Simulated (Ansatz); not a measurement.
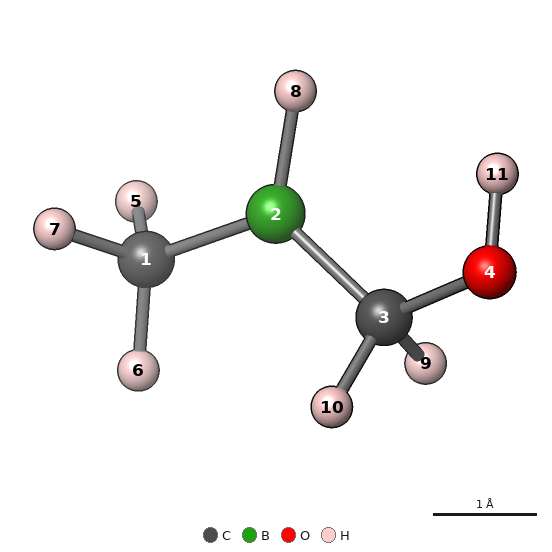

Orthographic view. Depth is shown by fading: the farther an atom, the more it takes the colour of the background. The computed structure is the end point of a PBE-D4/def2-SVP optimisation. No frequency run is at hand to confirm it as a minimum.

Write the connection table.

C1: B2, H5, H6, H7
B2: C1, C3, H8
C3: B2, O4, H9, H10
O4: C3, H11
H5: C1
H6: C1
H7: C1
H8: B2
H9: C3
H10: C3
H11: O4
